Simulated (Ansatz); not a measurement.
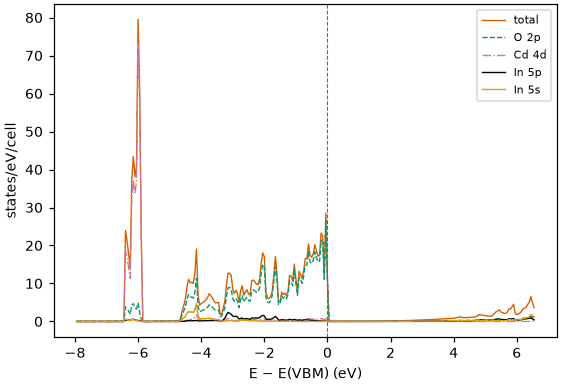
Fig. 1. Total and projected density of states of CdIn2O4 (spinel, Fd-3m), the program Ansatz at the r²SCAN level (PAW)

Which orbitals carry the states next to the gap?

Top 1 eV of the valence band: O 2p 90 %. Bottom 1 eV of the conduction band: Cd 5s 31 %, In 5s 26 %, O 2s 21 %, O 2p 15 %. Projections are on Löwdin-orthogonalised atomic valence shells; empty p or d shells of many metals are not among them.

Where is the tallest occupied peak in this window, and what makes it?

Near -6.0 eV, about 80 states/eV per cell; the largest projected share is Cd 4d.

Symmetry was held in the r²SCAN relaxation. Spin–orbit coupling is left out wherever it is not named.

Potentials: the later of the program's two PAW sets.
